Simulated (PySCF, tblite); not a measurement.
# C6H6NOS radical: geometry, infrared bands and EPR parameters

What infrared bands and EPR parameters should C6H6NOS radical (`C[N]c1cc(=O)ccs1`) show?

Computed with tblite 0.8.0 and PySCF 2.14.0, with density-fitted response routines of our own, on a single molecule in the gas phase. Atoms count from 0, in the outputs and in this text.

**1. The molecule as given**

15 atoms, charge 0, multiplicity 2; geometry from: force field or distance geometry start.

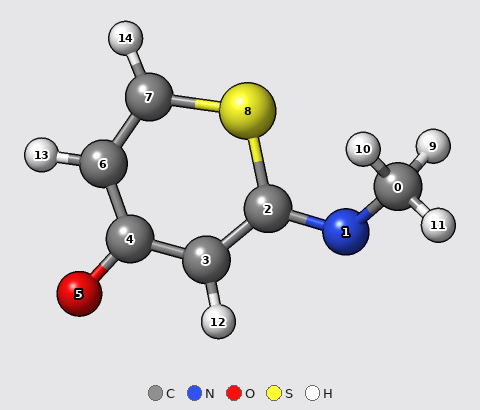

As it starts; carbon grey, nitrogen blue, oxygen red, sulfur yellow, hydrogen white, atoms numbered.

**2. Relaxing the molecule with GFN2-xTB**

What the job is given:

```
{"job": {"kind": "relax", "xc": "GFN2-xTB", "basis": "xTB"}, "charge": 0, "multiplicity": 2}
C      2.915200     0.333900     0.145300
N      1.870900    -0.286700    -0.675500
C      0.502900    -0.152800    -0.376700
C     -0.438300    -1.137300    -0.578900
C     -1.774900    -1.034700    -0.295600
O     -2.518900    -2.048100    -0.535300
C     -2.401000     0.081700     0.190400
C     -1.767200     1.269200     0.507200
S     -0.066300     1.336100     0.239800
H      3.175800     1.314500    -0.305000
H      2.539000     0.537100     1.182000
H      3.821100    -0.290200     0.174400
H     -0.088700    -2.087300    -0.951900
H     -3.470800     0.040900     0.361700
H     -2.303200     2.131700     0.896100
```

Run with:

```bash
$ OMP_NUM_THREADS=1 python probes_run.py task.json out
```

This one command runs all jobs of the session in turn.

What it wrote:

```text
step      E/eV     max force
  0    -707.77715    4.924
  1    -708.35424    2.658
  2    -708.53430    1.081
  3    -708.60601    0.632
  4    -708.65905    0.643
  5    -708.68600    0.563
  6    -708.71826    0.545
  7    -708.74511    0.499
  8    -708.76625    0.431
  9    -708.77719    0.377
 10    -708.78469    0.253
 11    -708.79134    0.279
 12    -708.79798    0.276
 13    -708.80416    0.227
 14    -708.80911    0.254
 15    -708.81381    0.298
 16    -708.81916    0.297
 17    -708.82441    0.228
 18    -708.82915    0.182
 19    -708.83326    0.191
 20    -708.83743    0.205
 21    -708.84200    0.209
 22    -708.84584    0.143
 23    -708.84856    0.103
 24    -708.85053    0.091
 25    -708.85173    0.082
 26    -708.85298    0.082
 27    -708.85464    0.099
 28    -708.85609    0.100
 29    -708.85719    0.084
 30    -708.85817    0.079
 31    -708.85950    0.082
 32    -708.86143    0.099
 33    -708.86370    0.112
 34    -708.86573    0.115
 35    -708.86752    0.109
 36    -708.86923    0.099
 37    -708.87051    0.082
 38    -708.87133    0.056
 39    -708.87185    0.044
 40    -708.87226    0.043
 41    -708.87268    0.043
 42    -708.87300    0.036
 43    -708.87318    0.030
 44    -708.87332    0.028
 45    -708.87344    0.028
 46    -708.87355    0.026
 47    -708.87368    0.030
 48    -708.87386    0.034
 49    -708.87408    0.035
 50    -708.87429    0.036
 51    -708.87442    0.032
 52    -708.87451    0.028
 53    -708.87459    0.023
 54    -708.87465    0.017
 55    -708.87468    0.012
 56    -708.87470    0.011
 57    -708.87472    0.016
 58    -708.87476    0.019
 59    -708.87480    0.019
 60    -708.87483    0.015
 61    -708.87486    0.015
 62    -708.87488    0.013
 63    -708.87490    0.013
 64    -708.87492    0.014
 65    -708.87494    0.011
 66    -708.87495    0.012
 67    -708.87496    0.011
 68    -708.87498    0.010
 69    -708.87500    0.013
 70    -708.87502    0.011
 71    -708.87505    0.011
 72    -708.87507    0.013
 73    -708.87511    0.016
 74    -708.87519    0.028
 75    -708.87537    0.042
 76    -708.87564    0.064
 77    -708.87598    0.071
 78    -708.87655    0.049
 79    -708.87690    0.079
 80    -708.87722    0.094
 81    -708.87796    0.093
 82    -708.87881    0.085
 83    -708.87943    0.121
 84    -708.88018    0.074
 85    -708.88066    0.160
 86    -708.88145    0.049
 87    -708.88197    0.032
 88    -708.88243    0.069
 89    -708.88267    0.037
 90    -708.88297    0.033
 91    -708.88350    0.069
 92    -708.88391    0.037
 93    -708.88421    0.047
 94    -708.88457    0.068
 95    -708.88493    0.047
 96    -708.88528    0.039
 97    -708.88565    0.034
 98    -708.88592    0.045
 99    -708.88633    0.052
100    -708.88629    0.160
101    -708.88700    0.047
102    -708.88728    0.023
103    -708.88734    0.109
104    -708.88771    0.024
105    -708.88784    0.021
106    -708.88784    0.091
107    -708.88809    0.020
108    -708.88818    0.019
109    -708.88832    0.045
110    -708.88842    0.012
111    -708.88846    0.011
112    -708.88850    0.010
```

It took 0.52 s on 1 thread of AMD EPYC 9R45, shared host.

Relaxation path: (not every step is listed)

```
step  energy from step 0 (eV)  largest force (eV/Å)
   0                   0.0000                4.9238
   1                  -0.5771                2.6584
   2                  -0.7572                1.0810
   3                  -0.8289                0.6316
   4                  -0.8819                0.6430
   5                  -0.9089                0.5628
   6                  -0.9411                0.5446
   7                  -0.9680                0.4989
   8                  -0.9891                0.4309
  17                  -1.0473                0.2279
  26                  -1.0758                0.0818
  35                  -1.0904                0.1091
  44                  -1.0962                0.0280
  53                  -1.0974                0.0233
  62                  -1.0977                0.0127
  71                  -1.0979                0.0110
  80                  -1.1001                0.0942
  89                  -1.1055                0.0369
  98                  -1.1088                0.0452
 107                  -1.1109                0.0199
 108                  -1.1110                0.0191
 109                  -1.1112                0.0451
 110                  -1.1113                0.0119
 111                  -1.1113                0.0110
 112                  -1.1114                0.0103
```

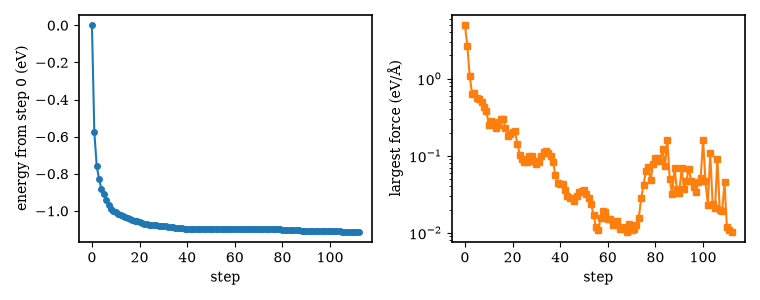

Energy and force, step by step.

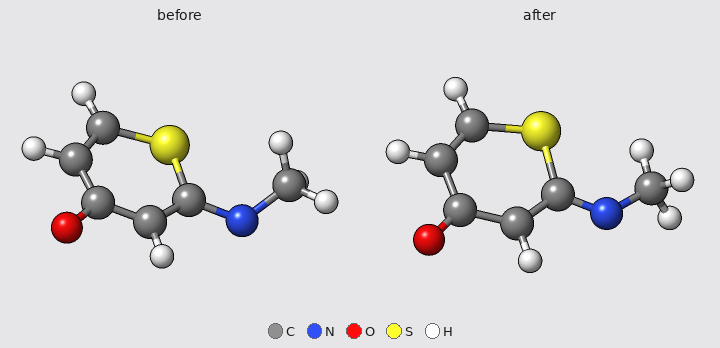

Before and after, at one scale.

Distances of close pairs at the start and the end, largest changes first:

```csv
bond,before (Å),after (Å),change (Å)
N1–C2,1.407,1.284,-0.122
C2–S8,1.709,1.809,+0.100
C4–C6,1.369,1.460,+0.091
C3–C4,1.370,1.441,+0.071
C0–N1,1.466,1.407,-0.059
C4–O5,1.280,1.230,-0.049
C6–C7,1.383,1.337,-0.046
C0–H10,1.121,1.096,-0.025
```

The end geometry stands in the next job.

**3. Vibrational analysis with GFN2-xTB**

What the job is given:

```
{"job": {"kind": "ir", "xc": "GFN2-xTB", "basis": "xTB"}, "charge": 0, "multiplicity": 2}
C      2.841429     0.406900     0.040296
N      1.787033    -0.437398    -0.354523
C      0.542818    -0.198783    -0.143853
C     -0.406319    -1.127311    -0.581321
C     -1.840900    -1.070298    -0.455773
O     -2.550395    -1.976979    -0.889981
C     -2.415594     0.101370     0.198359
C     -1.716420     1.122247     0.705428
S     -0.002577     1.301133     0.707954
H      3.439770     0.630955    -0.847044
H      2.526833     1.337861     0.525666
H      3.490447    -0.160995     0.713540
H     -0.007986    -1.999892    -1.081624
H     -3.494501     0.115446     0.259622
H     -2.198053     1.963734     1.181341
```

What it wrote:

```text
mode    cm-1     km/mol
  1      71.7      2.10
  2      77.2      5.38
  3      96.8      0.22
  4     198.9     13.20
  5     203.4      0.47
  6     308.8      0.77
  7     322.4      4.95
  8     392.8     22.30
  9     439.5      1.64
 10     479.6     22.82
 11     525.1      2.56
 12     531.1      1.13
 13     590.5      3.71
 14     716.5     18.24
 15     721.2      6.02
 16     757.4     23.73
 17     801.5     54.67
 18     897.2      0.58
 19     911.3      0.75
 20    1028.0     23.95
 21    1034.1    110.45
 22    1138.0     30.44
 23    1152.0     13.64
 24    1186.5     32.83
 25    1233.2     38.74
 26    1299.0     20.44
 27    1361.0     45.94
 28    1383.2      4.83
 29    1406.9      7.57
 30    1436.5     27.99
 31    1496.7     39.33
 32    1586.0    179.90
 33    1601.9    235.64
 34    2925.5     38.36
 35    2938.6      1.87
 36    2968.0      0.81
 37    3071.3      1.73
 38    3077.3      0.29
 39    3085.5      7.21
```

It took 0.37 s on 1 thread of AMD EPYC 9R45, shared host.

The strongest bands and the atoms that carry them (share of the mass-weighted mode):

```
cm⁻¹  km/mol                                 atoms
 802    54.7  C4 28 %, H14 20 %, H13 16 %, C6 10 %
1034   110.5    H9 30 %, C0 27 %, C2 16 %, N1 11 %
1233    38.7                     C4 39 %, H13 37 %
1361    45.9  H11 32 %, H9 31 %, C0 17 %, H10 12 %
1497    39.3                      N1 39 %, C2 32 %
1586   179.9                      C4 49 %, O5 33 %
1602   235.6                      C6 50 %, C7 34 %
2926    38.4                              H10 93 %
```

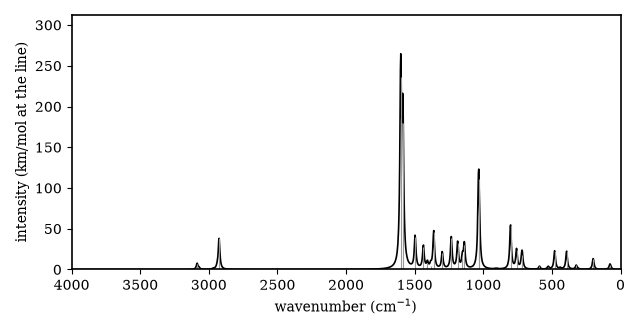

The infrared spectrum from these modes, unscaled. Lines are broadened to a width of 14 cm⁻¹ (Lorentzian).

**4. EPR parameters: B3LYP/pcH-1**

Settings changed since step 3:

```diff
@@ -1,2 +1,2 @@
-{"job": {"kind": "ir", "xc": "GFN2-xTB", "basis": "xTB"}, "charge": 0, "multiplicity": 2}
+{"job": {"kind": "epr", "basis": "pcH-1"}, "charge": 0, "multiplicity": 2}
 C      2.841429     0.406900     0.040296
```

With the program's defaults for keys left out, this is: UKS B3LYP, pcH-1 on C H N O S, non-relativistic, mean-field spin-orbit, GIAO.

What it wrote:

```text
UKS, coarse grid
  cycle   1  E = -760.17253274  |g| = 6.77e-01
  cycle   2  E = -756.73380030  |g| = 2.18e+00
  cycle   3  E = -760.24626414  |g| = 4.41e-01
  cycle   4  E = -760.34612648  |g| = 2.33e-01
  cycle   5  E = -760.36398544  |g| = 1.26e-01
  cycle   6  E = -760.37137067  |g| = 3.59e-02
  cycle   7  E = -760.37209282  |g| = 1.41e-02
  cycle   8  E = -760.37224419  |g| = 9.37e-03
  cycle   9  E = -760.37232515  |g| = 4.31e-03
  cycle  10  E = -760.37234211  |g| = 3.01e-03
  cycle  11  E = -760.37234888  |g| = 1.01e-03
  cycle  12  E = -760.37235021  |g| = 5.61e-04
UKS, final grid
  cycle   1  E = -760.37234859  |g| = 7.74e-04
  cycle   2  E = -760.37234803  |g| = 1.49e-03
  cycle   3  E = -760.37234905  |g| = 2.03e-04
  cycle   4  E = -760.37234909  |g| = 1.65e-04
  cycle   5  E = -760.37234914  |g| = 1.06e-04
  cycle   6  E = -760.37234916  |g| = 2.84e-05
  cycle   7  E = -760.37234916  |g| = 1.01e-05
E = -760.37234916 Eh   <S^2> = 0.7801 (exact 0.7500)
g shifts (ppm)      1          2          3
  rmc          -205       -205       -205
  gc            -20         39         40
  oz_so          10       2280       5288
  total        -216       2115       5123
hyperfine (MHz)  atom isotope    a_iso     a_fc   dipolar eigenvalues
    0   13C     -18.84     -18.86     -2.65      1.06      1.59
    1   14N      18.75      18.73    -22.37    -22.16     44.53
    2   13C     -50.38     -50.34    -26.49     10.24     16.25
    3   13C      50.21      50.36    -48.59    -47.72     96.32
    4   13C     -28.66     -28.72    -10.58      3.31      7.27
    5   17O     -13.14     -12.69    -60.73     30.02     30.72
    6   13C      -1.29      -1.30     -1.02      0.38      0.64
    7   13C      -0.05      -0.05     -0.79      0.30      0.49
    8   33S      -2.42      -2.47     -4.75      2.18      2.57
    9    1H      73.07      73.06     -3.86     -2.24      6.10
   10    1H       0.32       0.31     -2.71     -2.54      5.25
   11    1H      80.37      80.37     -3.93     -2.15      6.08
   12    1H     -38.42     -38.41    -18.24     -3.30     21.54
   13    1H      -1.23      -1.23     -1.44     -0.77      2.21
   14    1H      -0.04      -0.04     -0.89     -0.79      1.68
```

Wall time 58 s (1 thread of AMD EPYC 9R45, shared host); peak memory 1.1 GiB.

Principal g values 2.00210, 2.00443, 2.00744; g(iso) = 2.00466, against 2.00232 for a free electron.

Mean a(iso) over the nuclei that a row names, and the largest dipolar term of the row (other rows stand at the frozen geometry):

```
      nuclei  isotope  a(iso) (MHz)  a(iso) (G, at g = 2.0023)  largest dipolar term (MHz)
H9, H10, H11       1H          51.3                       18.3                         6.1
          C2      13C         -50.4                      -18.0                       -26.5
          C3      13C          50.2                       17.9                        96.3
         H12       1H         -38.4                      -13.7                        21.5
          C4      13C         -28.7                      -10.2                       -10.6
          C0      13C         -18.8                       -6.7                        -2.7
          N1      14N          18.8                        6.7                        44.5
          O5      17O         -13.1                       -4.7                       -60.7
          S8      33S          -2.4                       -0.9                        -4.8
          C6      13C          -1.3                       -0.5                        -1.0
         H13       1H          -1.2                       -0.4                         2.2
          C7      13C          -0.1                        0.0                        -0.8
         H14       1H           0.0                        0.0                         1.7
```

Mulliken spin populations:

C0 -0.03; N1 0.46; C2 -0.18; C3 0.62; C4 -0.09; O5 0.20; C6 0.01; C7 0.00; S8 -0.02; H9 0.03; H10 0.00; H11 0.03; H12 -0.03; H13 0.00; H14 0.00

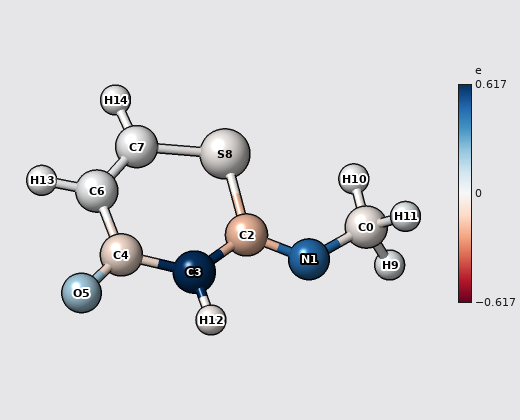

Mulliken spin populations, as colours on the atoms.

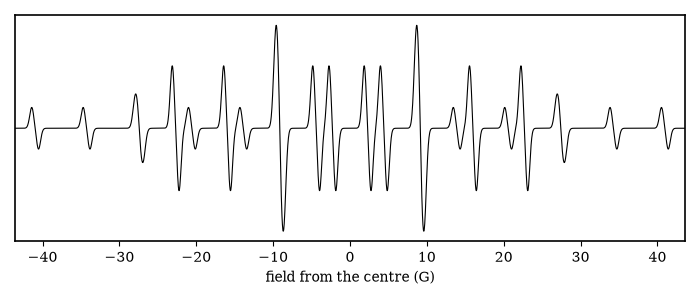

First-order isotropic spectrum (first derivative, main isotopes with spin only, couplings over 0.8 MHz, Gaussian width 0.3 G; couplings of the frozen geometry, rotation of groups not averaged beyond the rows shown).

Orbitals, density, ELF and potential are computed afterwards from the orbital file.

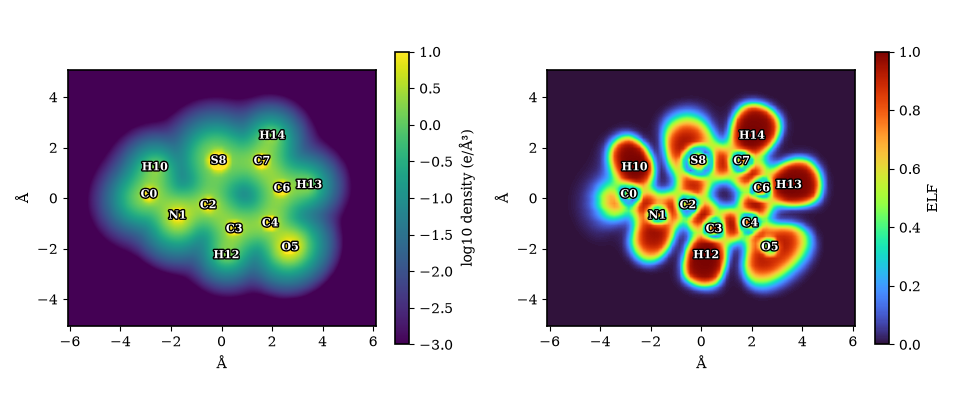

Density (left) and ELF (right) in a plane through or near 13 of the atoms.

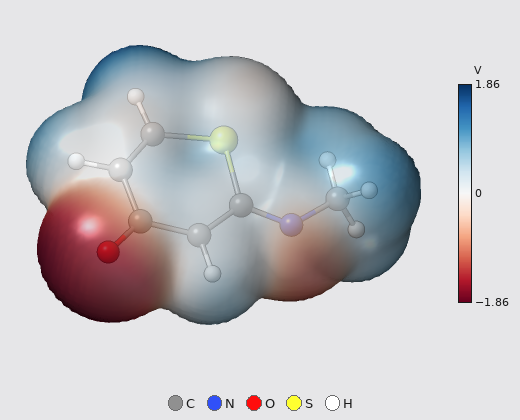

Electrostatic potential on the surface of density 0.002 e/bohr³; red is low, blue high. It runs from -1.86 V near O5 to 1.48 V near H14.

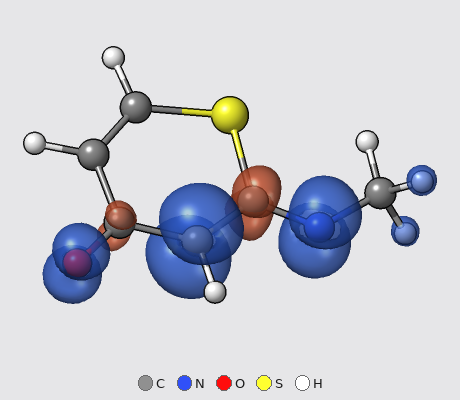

Spin density at ±0.04 e/Å³ (alpha excess blue, beta excess red).

**5. Outcome**

| quantity | value |
| --- | --- |
| strongest single infrared mode (GFN2-xTB) | 1602 cm⁻¹, 236 km/mol |
| zero-point energy (GFN2-xTB) | 65.0 kcal/mol |
| g(iso) (B3LYP) | 2.00466 |
| ⟨S²⟩ | 0.780 (exact 0.75) |
| largest a(iso) (averaged by class) | 1H on H9, H10, H11, 51.3 MHz |
| surface potential, least and greatest | -1.86 V and 1.48 V |

In words: Relaxing lowered the energy by 1.111 eV in 112 steps; the close pair that moved most is N1–C2, from 1.407 to 1.284 Å. All 39 modes are real, so the xTB geometry is a minimum. The strongest single mode, at 1602 cm⁻¹, moves mainly C6 and C7. Unscaled tight-binding wavenumbers are off by several per cent, some by more. Its intensities can rank the bands wrongly. The largest spin populations lie on C3 (0.62 e), N1 (0.46 e). The isotropic g lies 2.3 ppt above the free-electron value.
